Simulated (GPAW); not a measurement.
Consider Mg2C3 (C2/m).

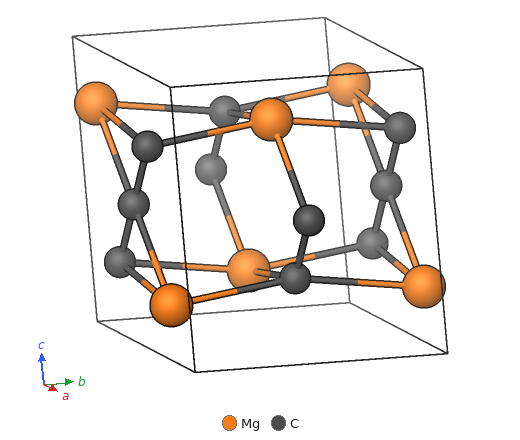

The structure (magnesium orange, carbon dark grey). Some periodic images of atoms are drawn too.

```xyz
5
Lattice="2.4155 -2.3500 0.0000 2.4155 2.3500 0.0000 -1.2271 0.0000 4.8333" Properties=species:S:1:pos:R:3 pbc="T T T"
Mg   -0.0561    0.0000    3.8613
Mg    3.6601    0.0000    0.9720
C     1.8020    0.0000    2.4166
C     2.4808    0.0000    3.5694
C     1.1231    0.0000    1.2639
```

Absorber: atom 1, with 3 C at 2.24 to 2.35 Å, 2 C at 2.37 Å and 1 C at 2.55 Å (6-fold, site symmetry m). Method: GPAW, PBE, full core hole (charged cell), 15-atom cell with 4.8 Å between holes, 5×5×5 k points, dipole transitions, Gaussian full width 0.9 eV up to 4 eV, rising linearly to 3.5 eV at 25 eV.

**Question.** What does the Mg K edge look like?

Main maxima up to 24 eV above the zero (height): 2.2 eV (0.92), 6.1 eV (2.01), 8.7 eV (1.51) and 18.8 eV (0.66). A K edge sees empty p states on the absorber. The total-energy difference plus the lowest empty eigenvalue puts the zero at 1315.20 eV. One term is added: -12.99 eV, since the hole is spin-paired here and a spin-polarised one costs that much less in the free atom (computed apart). The photon energy is then 1302.21 eV. The tabulated edge of the element is 1303 eV. The functional and the charged cell's background leave an error of a few eV in such absolute values.

The Mg K spectrum (energy from the lowest empty level; intensity scaled to a mean of 1 over the first 20 eV; polarised curves are means over the symmetry-equivalent atoms):

| E (eV) | isotropic | ε ∥ x | ε ∥ y | ε ∥ z |
| --- | --- | --- | --- | --- |
| -2.0 | 0.00 | 0.00 | 0.00 | 0.00 |
| -0.5 | 0.03 | 0.03 | 0.00 | 0.05 |
| 1.0 | 0.62 | 0.80 | 0.31 | 0.76 |
| 2.5 | 0.91 | 0.76 | 0.75 | 1.21 |
| 4.0 | 0.65 | 0.76 | 0.55 | 0.64 |
| 5.5 | 1.78 | 1.73 | 2.06 | 1.55 |
| 7.0 | 1.65 | 1.27 | 2.46 | 1.22 |
| 8.5 | 1.51 | 1.73 | 1.57 | 1.23 |
| 10.0 | 1.40 | 1.81 | 1.07 | 1.32 |
| 11.5 | 1.14 | 1.44 | 0.73 | 1.25 |
| 13.0 | 0.78 | 0.69 | 0.77 | 0.88 |
| 14.5 | 0.72 | 0.59 | 0.69 | 0.88 |
| 16.0 | 0.63 | 0.55 | 0.61 | 0.74 |
| 17.5 | 0.63 | 0.50 | 0.63 | 0.77 |
| 19.0 | 0.66 | 0.54 | 0.69 | 0.75 |
| 20.5 | 0.59 | 0.56 | 0.69 | 0.54 |
| 22.0 | 0.52 | 0.48 | 0.61 | 0.47 |
| 23.5 | 0.50 | 0.42 | 0.55 | 0.53 |
| 25.0 | 0.47 | 0.37 | 0.47 | 0.56 |
| 26.5 | 0.44 | 0.35 | 0.43 | 0.55 |
| 28.0 | 0.46 | 0.42 | 0.43 | 0.54 |

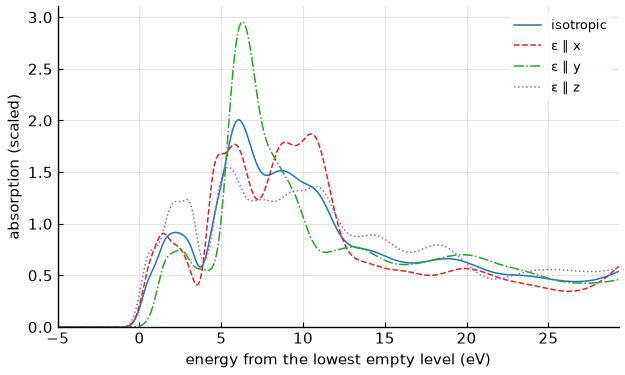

The Mg K edge.

The holes are only 4.8 Å apart, so the shape is probably not converged with cell size; no larger cell was run here. The mesh is coarse (0.28 Å⁻¹ between points), so small maxima may be mesh ripples. The structure is a published determination, not relaxed.

[Banner, clock and machine lines of the logs are left out without a mark of their own.]

[Logs are printed without paths, hosts, clocks, repeated set-up lines and the standing remarks that a program may print on its own settings, such as how far it seeks lower states.]

[Hosts, paths, dates, database ids (printed as entryN), source tags and the programs' standing remarks are cut or masked in the printed files.]

[Lists of maxima count a maximum above −3 eV only where it reaches 4 % of the highest in the window and stands out from its surroundings by 2 % of it (1.5 % where it reaches 55 %); shoulders and weaker maxima are passed over, and of the rest the first, up to two pre-edge ones and the few strongest are named.]
